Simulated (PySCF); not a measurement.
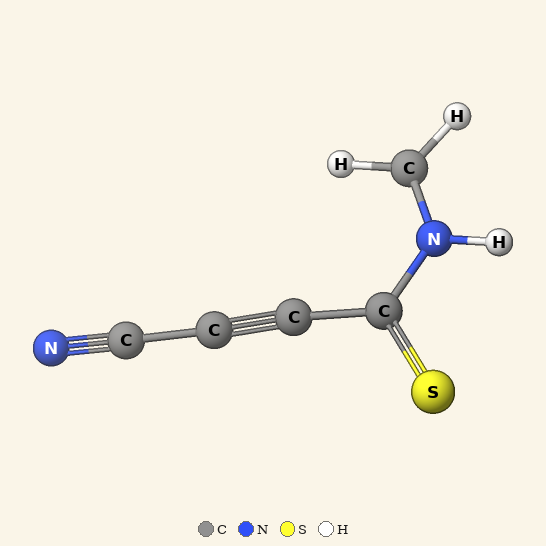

The species is neutral and a spin doublet. The geometry was computed by an optimisation with GFN2-xTB. No frequency run is at hand to confirm it as a minimum. Level of theory: UKS B3LYP, pcH-1 on C H N S, non-relativistic (PySCF 2.14.0).

Predict the main results.

The species is C₅H₃N₂S (`[CH2]NC(=S)C#CC#N`).
- ⟨S²⟩ of the determinant: 0.775
- isotropic g value: 2.01251
